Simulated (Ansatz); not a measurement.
Results of revPBE in Ansatz (plane waves, PAW) for rock-salt GdN.

Run with plane-wave cutoff 520 eV, 12×12×12 k mesh, Fermi–Dirac smearing 0.01 eV, spin-polarised with parallel moments, scalar-relativistic PAW data made under PBE.

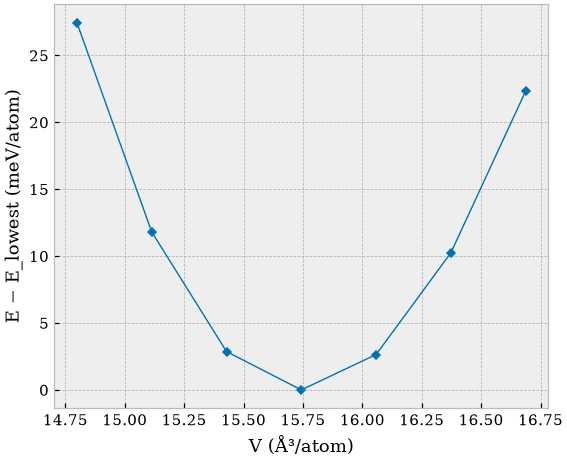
Total energy against volume

**Question.** From the curve, estimate the equilibrium volume and the bulk modulus.

**Answer.** V0 ≈ 15.7 Å³/atom and B0 ≈ 140 GPa; the fit gives V0 = 15.744 Å³/atom, B0 = 140 GPa, B′ = 4.0.

Measured, for comparison: bulk modulus 192 ± 35 GPa (temperature not stated, no zero-point or thermal correction; as tabulated in Doll (2008), arXiv:0801.3152); equilibrium volume per atom 15.38 Å³/atom (temperature not stated, no zero-point or thermal correction; as tabulated in Natali et al. (2013), arXiv:1208.2410). Computed (rounded) less measured: bulk modulus -27 %, equilibrium volume per atom +2.3 %.

Note: the 4f shell is treated without U or exact exchange, so its levels and filling can be wrong.

Spin–orbit coupling is not included; it can open a gap where bands touch, and shift volumes and moduli.

The computed numbers hold no vibrational or temperature effects.

Ansatz is an electronic-structure program.
